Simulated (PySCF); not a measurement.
Ge(Cl)2(OH)(NH2), SMILES [NH2][Ge]([OH])([Cl])[Cl], singlet at its PBE0/def2-SVP optimised geometry (Å):

```
8

N     -1.5788    -1.8311    -1.3912
Ge    -0.7830    -1.0287     0.0000
O     -1.2922    -1.8756     1.4465
Cl    -1.3797     1.0287     0.0000
Cl     1.3797    -1.0287     0.0000
H     -1.3283    -2.8052    -1.5361
H     -1.5453    -1.3166    -2.2662
H     -0.7115    -1.7054     2.1975
```

Calculation: PBE0/def2-TZVP (PySCF). Cells within 0.4 Å of a nucleus heavier than hydrogen are left out (blank, or x).

Map of the HOMO amplitude (bohr^(-3/2)) on the plane z = 0.0 Å; orbital energy -8.40 eV, overall sign arbitrary:

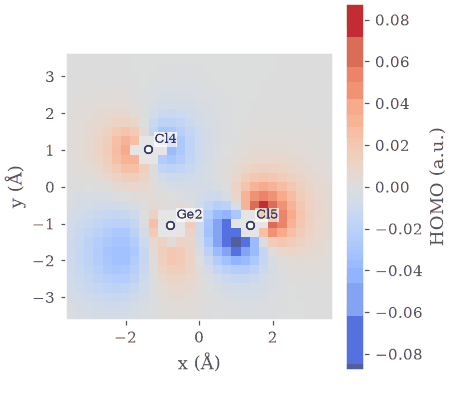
HOMO amplitude (bohr^(-3/2)) on the plane z = 0.0 Å.
